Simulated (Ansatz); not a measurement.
# CH3BOS: a spread of methods and bases, part 2 of 2

Ansatz 0.2.0, Gaussian basis; the settings change from run to run.

## (8) B3LYP5/cc-pVDZ

Options: charge +1, multiplicity 2, atoms shaken by 0.03 Å, a grid of angular degree 11, finite nuclei, the search for lower states set to light.

File in.yaml:

```yaml
crystal:
  periodic: [false, false, false]
  atoms:
    - {symbol: B, position_ang: [0.350333, -0.513198, -1.148096]}
    - {symbol: S, position_ang: [0.445476, -0.997418, 0.473593]}
    - {symbol: C, position_ang: [-0.322191, 0.461529, 1.298037]}
    - {symbol: O, position_ang: [-0.451924, 0.535222, 2.462071]}
    - {symbol: H, position_ang: [0.795883, -1.184673, -2.036519]}
    - {symbol: H, position_ang: [-0.135632, 0.567576, -1.546260]}
    - {symbol: H, position_ang: [-0.677626, 1.177660, 0.518092]}
basis:
  gaussian: {orbitals: cc-pVDZ, final_grid: {core_spheres: 5, valence_spheres: 4, degree: 11}, nuclear_model: gaussian}
total_charge: 1
magnetization: {spin_polarized: true, initial_magnetization: 1}
hamiltonian: {xc: {name: B3LYP5}}
scf: {lower_state_search: light}
```

On the command line:

```console
$ ansatz run in.yaml --threads 2 --pin off --events-out ev --progress --plain --max-ram 4352MiB
```

The program printed:

```text
Functional definition: B3LYP5
  name "B3LYP5"
  cite "Stephens, Devlin, Chabalowski & Frisch, J. Phys. Chem. 98, 11623 (1994) doi:10.1021/j100096a001"
  cite "Becke, Phys. Rev. A 38, 3098 (1988) doi:10.1103/PhysRevA.38.3098"
  cite "Lee, Yang & Parr, Phys. Rev. B 37, 785 (1988) doi:10.1103/PhysRevB.37.785"
  cite "Vosko, Wilk & Nusair, Can. J. Phys. 58, 1200 (1980) doi:10.1139/p80-159"
  parameter a0 = 0.2
  parameter ax = 0.72
  parameter ac = 0.81
  exchange = (1 - a0 - ax)*slater_x + ax*b88_x + a0*exact_x
  correlation = (1 - ac)*vwn5_c + ac*lyp_c
711 factors; integrals over basis functions are off by at most 1.0e-3 eV
mean field evaluation 1: about -14621.0661 eV, gradient 4.7e1 eV
mean field evaluation 2: about -14541.8911 eV, gradient 1.2e2 eV
mean field evaluation 4: about -14628.5224 eV, gradient 1.9e1 eV
mean field evaluation 8: about -14630.8106 eV, gradient 7.5e-1 eV
mean field evaluation 16: about -14630.9742 eV, gradient 1.4e-2 eV
mean field evaluation 32: about -14630.2549 eV, gradient 7.0e0 eV
mean field -14630.97424761 eV, -537.6783863691 hartree, gradient 1.8e-5 eV, S^2 0.759647; 2 other end points of the search recorded, 0 dependent functions left out
reference -14630.97442669 eV, -537.6783929503 hartree; 19, 18 occupied and 56, 57 virtual orbitals, 711 factors
Total energy: -14630.97442669 eV, -537.6783929503 hartree
```

Wall time 1.6 s (2 threads of Arm Neoverse V1, shared host).

⟨S²⟩ 0.760.

## (9) wB97M-V/aug-cc-pVDZ

This run has atoms shaken by 0.08 Å, density fitting with def2-universal-jkfit, a grid of angular degree 11.

File in.yaml:

```yaml
crystal:
  periodic: [false, false, false]
  atoms:
    - {symbol: B, position_ang: [0.402672, -0.542024, -1.322980]}
    - {symbol: S, position_ang: [0.426476, -0.945283, 0.473617]}
    - {symbol: C, position_ang: [-0.241525, 0.367426, 1.302655]}
    - {symbol: O, position_ang: [-0.662461, 0.449340, 2.448748]}
    - {symbol: H, position_ang: [0.773010, -1.423752, -2.014263]}
    - {symbol: H, position_ang: [-0.063673, 0.520518, -1.579806]}
    - {symbol: H, position_ang: [-0.599389, 1.233893, 0.381877]}
basis:
  gaussian: {orbitals: aug-cc-pVDZ, fitting: {mean_field: def2-universal-jkfit}, final_grid: {core_spheres: 5, valence_spheres: 4, degree: 11}}
hamiltonian: {xc: {name: wB97M-V}}
output: {forces: true}
```

Launched as before.

The program printed:

```text
Functional definition: wB97M-V
  name "wB97M-V"
  cite "Mardirossian & Head-Gordon, J. Chem. Phys. 144, 214110 (2016) doi:10.1063/1.4952647"
  cite "Becke, J. Chem. Phys. 107, 8554 (1997) doi:10.1063/1.475007"
  cite "Vydrov & Van Voorhis, J. Chem. Phys. 133, 244103 (2010) doi:10.1063/1.3521275"
  # Of w^i u^j: cxij and so on, Table III.
  parameter omega = 0.3/bohr
  parameter cx = 0.15
  parameter cx01 = 1.007
  parameter cx10 = 0.259
  parameter css00 = 0.443
  parameter css04 = -1.437
  parameter css10 = -4.535
  parameter css20 = -3.390
  parameter css43 = 4.278
  parameter cos00 = 1.000
  parameter cos10 = 1.358
  parameter cos20 = 2.924
  parameter cos21 = -8.812
  parameter cos60 = -1.390
  parameter cos61 = 9.142
  parameter b = 6.0
  parameter c = 0.01
  gx(w, u) = 1 - cx + cx01*u + cx10*w
  gss(w, u) = css00 + css04*u^4 + css10*w + css20*w^2 + css43*w^4*u^3
  gos(w, u) = cos00 + cos10*w + (cos20 + cos21*u)*w^2 + (cos60 + cos61*u)*w^6
  exchange = spin_sum(e_x_unif_sr(omega)*gx(b97_w, b97_u_x)) + cx*exact_x_sr(omega) + exact_x_lr(omega)
  correlation = spin_sum(e_c_pw_mod_same_spin*gss(b97_w, b97_u_same))
      + integral(e_c_pw_mod_opposite_spin*gos(b97_w_opposite, b97_u_opposite)) + vv10(b, c)
409 factors; integrals over basis functions are off by at most 3.4e-1 eV
409 factors; integrals over basis functions are off by at most 1.4e-3 eV
mean field evaluation 1: about -14638.5913 eV, gradient 4.2e1 eV
mean field evaluation 2: about -14634.5458 eV, gradient 6.6e1 eV
mean field evaluation 4: about -14642.0803 eV, gradient 1.7e0 eV
mean field evaluation 8: about -14642.1156 eV, gradient 6.5e-2 eV
mean field evaluation 16: about -14642.1157 eV, gradient 1.1e-4 eV
mean field -14642.11568741 eV, -538.0878267297 hartree, gradient 5.4e-5 eV, S^2 0.000000; 0 other end points of the search recorded, 0 dependent functions left out
the calculation of the forces begins
reference -14642.11575287 eV, -538.0878291355 hartree; 19, 19 occupied and 104, 104 virtual orbitals, 409 factors
Total energy: -14642.11575287 eV, -538.0878291355 hartree
Atom 0 at     0.402672    -0.542024    -1.322980 Å, force    -0.464894     0.194049     1.650000 eV/Å
Atom 1 at     0.426476    -0.945283     0.473617 Å, force     1.692179    -2.759330    -1.115861 eV/Å
Atom 2 at    -0.241525     0.367426     1.302655 Å, force    -4.008139     4.579940    -0.730817 eV/Å
Atom 3 at    -0.662461     0.449340     2.448748 Å, force     1.488027    -0.485691    -1.937803 eV/Å
Atom 4 at     0.773010    -1.423752    -2.014263 Å, force     0.126955    -0.021702    -0.237423 eV/Å
Atom 5 at    -0.063673     0.520518    -1.579806 Å, force     0.078706     0.086590    -0.316111 eV/Å
Atom 6 at    -0.599389     1.233893     0.381877 Å, force     1.087165    -1.593855     2.688016 eV/Å
Dipole moment:     0.156070    -0.030268    -0.628213 e Å
```

It took 4.2 s on 2 threads of Arm Neoverse V1, shared host.

Largest force 6.130 eV/Å, dipole 3.11 D.

## (10) B97M-V/def2-SVP

This run has relativity set to none, the search for lower states set to full.

File in.yaml:

```yaml
crystal:
  periodic: [false, false, false]
  atoms:
    - {symbol: B, position_ang: [0.354122, -0.500087, -1.226592]}
    - {symbol: S, position_ang: [0.455911, -0.995806, 0.466036]}
    - {symbol: C, position_ang: [-0.313466, 0.423884, 1.271826]}
    - {symbol: O, position_ang: [-0.452409, 0.503597, 2.447576]}
    - {symbol: H, position_ang: [0.790714, -1.243938, -2.045443]}
    - {symbol: H, position_ang: [-0.141128, 0.550047, -1.504246]}
    - {symbol: H, position_ang: [-0.632445, 1.194402, 0.545143]}
basis:
  gaussian: {orbitals: def2-SVP}
hamiltonian: {xc: {name: B97M-V}, pseudopotentials: {relativity: none}}
scf: {lower_state_search: full}
output: {forces: true}
```

The command is unchanged.

The program printed:

```text
Functional definition: B97M-V
  name "B97M-V"
  cite "Mardirossian & Head-Gordon, J. Chem. Phys. 142, 074111 (2015) doi:10.1063/1.4907719"
  cite "Becke, J. Chem. Phys. 107, 8554 (1997) doi:10.1063/1.475007"
  cite "Vydrov & Van Voorhis, J. Chem. Phys. 133, 244103 (2010) doi:10.1063/1.3521275"
  # Of w^i u^j: cxij and so on, Table III.
  parameter cx00 = 1.000
  parameter cx01 = 1.308
  parameter cx02 = 1.901
  parameter cx10 = 0.416
  parameter cx11 = 3.070
  parameter css00 = 1.000
  parameter css02 = -1.855
  parameter css10 = -5.668
  parameter css32 = -20.497
  parameter css42 = -20.364
  parameter cos00 = 1.000
  parameter cos01 = 1.573
  parameter cos03 = -6.298
  parameter cos10 = 2.535
  parameter cos32 = -6.427
  parameter b = 6.0
  parameter c = 0.01
  gx(w, u) = cx00 + cx01*u + cx02*u^2 + (cx10 + cx11*u)*w
  gss(w, u) = css00 + css02*u^2 + css10*w + (css32*w^3 + css42*w^4)*u^2
  gos(w, u) = cos00 + cos01*u + cos03*u^3 + cos10*w + cos32*w^3*u^2
  exchange = spin_sum(e_x_unif_s*gx(b97_w, b97_u_x))
  correlation = spin_sum(e_c_pw_mod_same_spin*gss(b97_w, b97_u_same))
      + integral(e_c_pw_mod_opposite_spin*gos(b97_w_opposite, b97_u_opposite)) + vv10(b, c)
834 factors; their error is unknown
mean field evaluation 1: about -14630.9986 eV, gradient 4.1e1 eV
mean field evaluation 2: about -14616.0237 eV, gradient 9.3e1 eV
mean field evaluation 4: about -14634.7943 eV, gradient 6.4e0 eV
mean field evaluation 8: about -14634.8701 eV, gradient 1.5e-1 eV
mean field evaluation 16: about -14630.9608 eV, gradient 4.1e1 eV
mean field -14634.87017729 eV, -537.8215591443 hartree, gradient 1.7e-5 eV, S^2 0.000000; 0 other end points of the search recorded, 0 dependent functions left out
the calculation of the forces begins
reference -14634.87021685 eV, -537.8215605978 hartree; 19, 19 occupied and 56, 56 virtual orbitals, 834 factors
Total energy: -14634.87021685 eV, -537.8215605978 hartree
Atom 0 at     0.354122    -0.500087    -1.226592 Å, force     0.035173    -0.090495     0.111529 eV/Å
Atom 1 at     0.455911    -0.995806     0.466036 Å, force     0.080414    -0.147542    -0.089226 eV/Å
Atom 2 at    -0.313466     0.423884     1.271826 Å, force    -0.012409    -0.013328     0.224632 eV/Å
Atom 3 at    -0.452409     0.503597     2.447576 Å, force    -0.018039     0.016749     0.115690 eV/Å
Atom 4 at     0.790714    -1.243938    -2.045443 Å, force     0.067262    -0.112970    -0.135095 eV/Å
Atom 5 at    -0.141128     0.550047    -1.504246 Å, force    -0.086612     0.183115    -0.044576 eV/Å
Atom 6 at    -0.632445     1.194402     0.545143 Å, force    -0.065789     0.164471    -0.182955 eV/Å
Dipole moment:    -0.011160     0.084742    -0.362308 e Å
```

Wall time 4.6 s (2 threads of Arm Neoverse V1, shared host).

Largest force 0.255 eV/Å, dipole 1.79 D.

## (11) All runs side by side

```
              level  charge  multiplicity               geometry  functions  energy (eV)   time
   B3LYP/cc-pVTZ-DK       0             1                relaxed        166   -14678.675  3.1 s
  PBEsol/def2-TZVPP       0             1                relaxed        177   -14604.940   12 s
 PBE-QIDH/def2-TZVP       0             3  relaxed, point charge        148   -14630.940  8.5 s
   BLYP/def2-mTZVPP       0             1                relaxed        104   -14644.998  1.4 s
      wB97X/cc-pVTZ       0             1                relaxed        166   -14645.146    5 s
     B97/def2-TZVPP       1             2                relaxed        177   -14633.438  7.5 s
     B3LYP5/cc-pVDZ       1             2                 shaken         75   -14630.974  1.6 s
wB97M-V/aug-cc-pVDZ       0             1                 shaken        123   -14642.116  4.2 s
    B97M-V/def2-SVP       0             1                relaxed         75   -14634.870  4.6 s
```

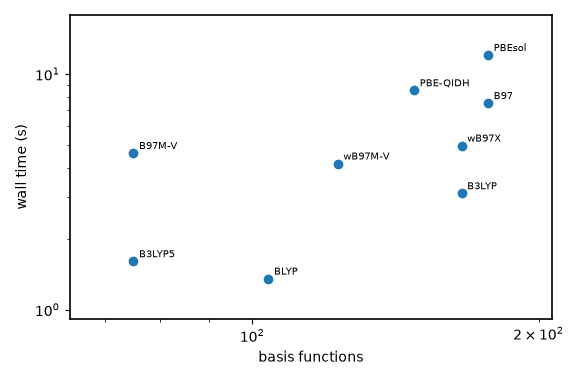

Wall time against the number of basis functions (shared host).

## (12) Results

The summary covers parts 1 to 2.

```
                                         quantity                    value
                                             runs                        9
                                         quickest  BLYP/def2-mTZVPP, 1.4 s
                                          slowest  PBEsol/def2-TZVPP, 12 s
spread of total energies, same state and geometry                  73.7 eV
                  dipole, same state and geometry           1.74 to 1.95 D
```

What this shows: PBEsol/def2-TZVPP took 9 times as long as BLYP/def2-mTZVPP. The jobs differ in tasks and options as well as level. Total energies at one charge and spin differ by 74 eV between levels, so only differences within one level mean anything. Some of these runs are scalar-relativistic and others not, which shifts the totals of all-electron atoms past neon by eV; core potentials, where a basis has them, take the core out of the total altogether. At the PBE0-D4/def2-TZVP geometry and in the same state, runs without warnings or point charges leave forces up to 1.64 eV/Å (BLYP/def2-mTZVPP), against 6.1 eV/Å where the atoms were moved. At that geometry and state the dipole changes by 12 % between the lowest and highest value.
